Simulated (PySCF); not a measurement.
# C$_{4}$H$_{7}$B: what the fields show

```xyz
12

B    -1.1630    1.1206    0.9159
C    -0.8412   -0.1385    0.0993
C     0.2151   -1.1489    0.5956
C     0.5183   -0.2553   -0.4996
C     1.3422    0.1905   -1.4097
H    -2.1875    1.6685    0.7811
H    -0.3695    1.5406    1.6665
H    -1.6216   -0.5793   -0.5154
H     0.0401   -2.1960    0.3900
H     0.6663   -0.9626    1.5599
H     1.0714    0.9859   -2.0849
H     2.3305   -0.2261   -1.5247
```

Geometry: GFN2-xTB.

Method: PBE0/pcSseg-1, SCF density, gas phase, non-relativistic in PySCF 2.14.0.

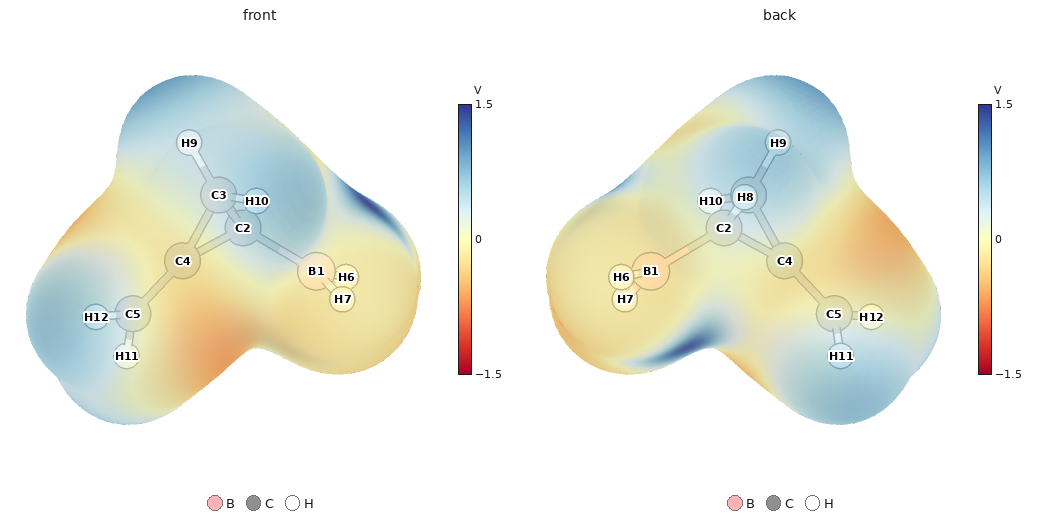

Figure 1. The molecular electrostatic potential painted on the density surface at 0.002 e/bohr³, seen from the front and from behind; the colour scale runs from red (negative) to blue (positive).

> Describe the electrostatic potential map.

The most negative region (about −0.7 V) lies over the π face of C4 and C5, the most positive (about +1.3 V) over B1.

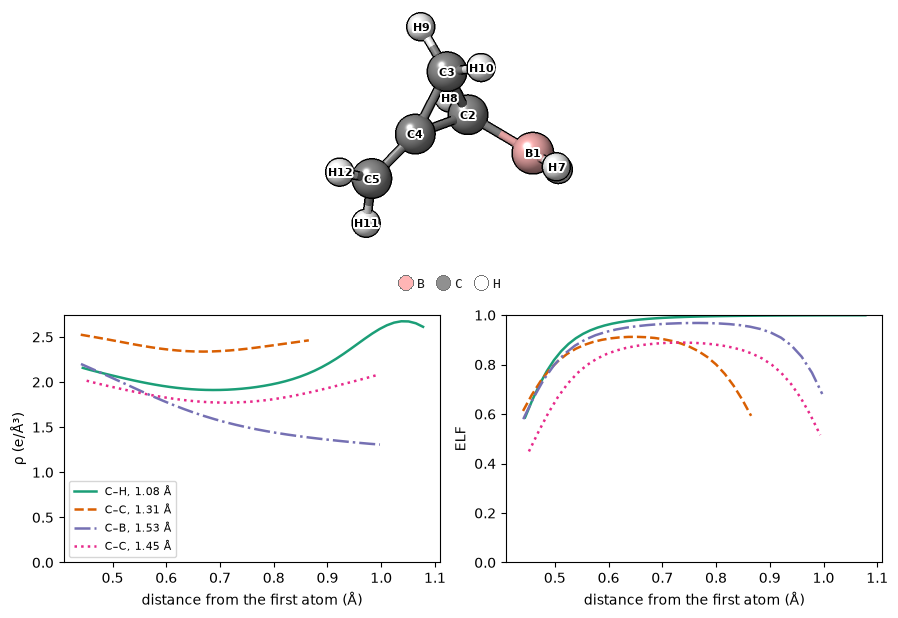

Figure 2. Total electron density and ELF along straight lines between neighbouring atoms. The curves leave out the atomic cores. The structure is drawn too.

> What can be read from the curves?

C–H (1.08 Å): ρ is about 2 e/Å³ halfway; the ELF climbs to about 1 towards the hydrogen, as it does in any bond to H; an ordinary covalent bond to hydrogen.
C–C (1.31 Å): ρ is about 2.3 e/Å³ halfway; the ELF peaks at about 0.90 between the atoms; a short, multiple covalent bond.
C–B (1.53 Å): ρ at the midpoint is about 1.5 e/Å³; the ELF peaks at about 0.95 between the atoms: a covalent bond.
C–C (1.45 Å): ρ at the midpoint is about 1.8 e/Å³; the ELF peaks at about 0.90 between the atoms: localised, covalent bonding.
